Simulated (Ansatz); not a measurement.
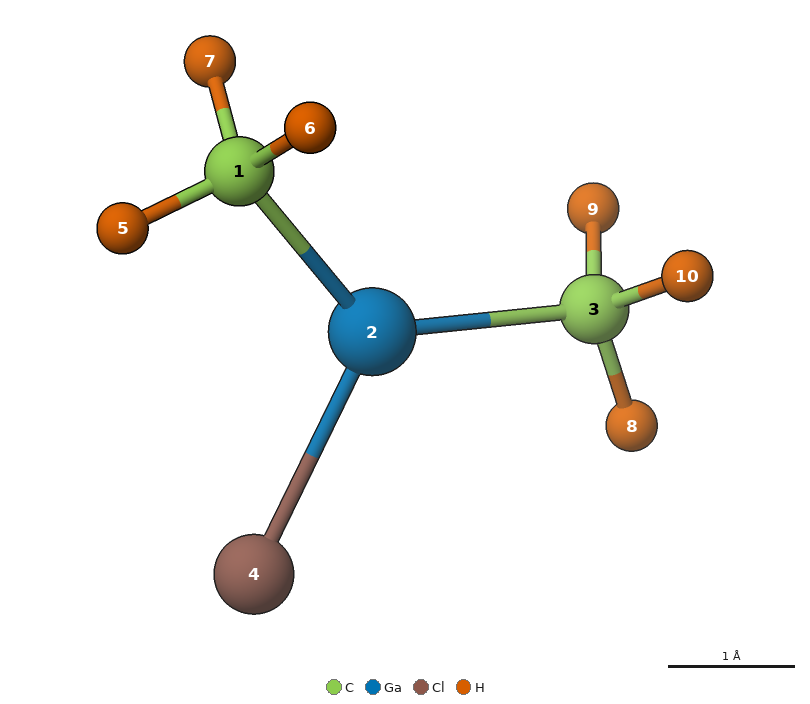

The computed geometry is a stationary point of PBE0-D4/def2-TZVP, a saddle point of order 2.

List the bonds and their lengths.

```
   bond  length (Å)
 C1–Ga2       1.956
  C1–H5       1.089
  C1–H6       1.093
  C1–H7       1.093
 Ga2–C3       1.956
Ga2–Cl4       2.171
  C3–H8       1.089
  C3–H9       1.093
 C3–H10       1.093
```
